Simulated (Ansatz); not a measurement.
# Nudged elastic band, with input and output: BPH4ClF

The run: nudged elastic band of BPH4ClF. Method and program: RKS BHLYP-D4/6-31G* (Ansatz 0.2.0).

One setting was made poor on purpose. It belongs to a series of runs on one base structure; here: band between the two ends.

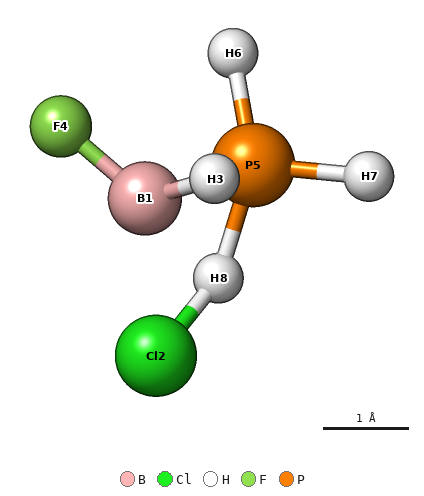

**Figure 1.** The starting structure (ball-and-stick view, seen at a tilt; atoms are numbered from 1 in the order of the input). Bond lengths as drawn: B–F 1.32 Å, B–H 1.19 Å, Cl–H 1.34 Å and H–P 1.40 to 1.42 Å.

Input:
```yaml
crystal:
  periodic: [false, false, false]
  atoms:
    - { symbol: B, position_ang: [0.0, 0.0, 0.0] }
    - { symbol: Cl, position_ang: [0.0, 0.0, 2.21] }
    - { symbol: H, position_ang: [1.0305, 0.0, -0.595] }
    - { symbol: F, position_ang: [-1.1431, 0.0, -0.66] }
    - { symbol: P, position_ang: [0.0924, -2.0952, 0.6969] }
    - { symbol: H, position_ang: [-0.6759, -2.9172, -0.1694] }
    - { symbol: H, position_ang: [1.442, -2.5368, 0.6936] }
    - { symbol: H, position_ang: [0.0567, -1.2871, 1.8353] }
basis:
  gaussian: { orbitals: "6-31G*" }
hamiltonian:
  xc: { name: BHLYP }
  dispersion: d4
neb:
  order_check: false
  images: 5
  f_tol: 0.05
  max_iterations: 60
  final_atoms:
    - { symbol: B, position_ang: [0.0, 0.0, 0.0] }
    - { symbol: Cl, position_ang: [0.0, 0.0, 2.21] }
    - { symbol: H, position_ang: [1.0305, 0.0, -0.595] }
    - { symbol: F, position_ang: [-1.1431, 0.0, -0.66] }
    - { symbol: P, position_ang: [0.0924, -2.0952, 0.6969] }
    - { symbol: H, position_ang: [-0.6759, -2.9172, -0.1694] }
    - { symbol: H, position_ang: [1.442, -2.5368, 0.6936] }
    - { symbol: H, position_ang: [0.0567, -1.2871, 1.8353] }
  initial_path:
    images:
      - { positions_ang: [[0.0, 0.0, 0.0], [0.0, 0.0, 2.21], [1.0305, 0.0, -0.595], [-1.1431, 0.0, -0.66], [0.0924, -2.0952, 0.6969], [-0.6759, -2.9172, -0.1694], [1.442, -2.5368, 0.6936], [0.0567, -1.2871, 1.8353]] }
      - { positions_ang: [[0.0, 0.0, 0.0], [0.0, 0.0, 2.21], [1.0305, 0.0, -0.595], [-1.1431, 0.0, -0.66], [0.0924, -2.0952, 0.6969], [-0.6759, -2.9172, -0.1694], [1.442, -2.5368, 0.6936], [0.0567, -1.2871, 1.8353]] }
      - { positions_ang: [[0.0, 0.0, 0.0], [0.0, 0.0, 2.21], [1.0305, 0.0, -0.595], [-1.1431, 0.0, -0.66], [0.0924, -2.0952, 0.6969], [-0.6759, -2.9172, -0.1694], [1.442, -2.5368, 0.6936], [0.0567, -1.2871, 1.8353]] }
      - { positions_ang: [[0.0, 0.0, 0.0], [0.0, 0.0, 2.21], [1.0305, 0.0, -0.595], [-1.1431, 0.0, -0.66], [0.0924, -2.0952, 0.6969], [-0.6759, -2.9172, -0.1694], [1.442, -2.5368, 0.6936], [0.0567, -1.2871, 1.8353]] }
      - { positions_ang: [[0.0, 0.0, 0.0], [0.0, 0.0, 2.21], [1.0305, 0.0, -0.595], [-1.1431, 0.0, -0.66], [0.0924, -2.0952, 0.6969], [-0.6759, -2.9172, -0.1694], [1.442, -2.5368, 0.6936], [0.0567, -1.2871, 1.8353]] }
      - { positions_ang: [[0.0, 0.0, 0.0], [0.0, 0.0, 2.21], [1.0305, 0.0, -0.595], [-1.1431, 0.0, -0.66], [0.0924, -2.0952, 0.6969], [-0.6759, -2.9172, -0.1694], [1.442, -2.5368, 0.6936], [0.0567, -1.2871, 1.8353]] }
      - { positions_ang: [[0.0, 0.0, 0.0], [0.0, 0.0, 2.21], [1.0305, 0.0, -0.595], [-1.1431, 0.0, -0.66], [0.0924, -2.0952, 0.6969], [-0.6759, -2.9172, -0.1694], [1.442, -2.5368, 0.6936], [0.0567, -1.2871, 1.8353]] }
```

Run as:
```bash
ansatz run input.yaml --threads 2 --pin off --max-ram 3072MiB --backend cpu --events-out ev --progress --plain --runs-dir out
```

What the program printed:
```
Error: invalid value for `neb.final_atoms`: is identical to crystal.atoms — the two endpoints must differ for a path to exist
```

What the run reported:

| quantity | value |
| --- | --- |
| outcome | refused by the program |
| hardware | 2 threads of Arm Neoverse V1, 24 GiB of memory available, shared host |

What went wrong:

The program refused the input: “invalid value for `neb.final_atoms`: is identical to crystal.atoms — the two endpoints must differ for a path to exist” A deliberately poor setting: ends not relaxed.
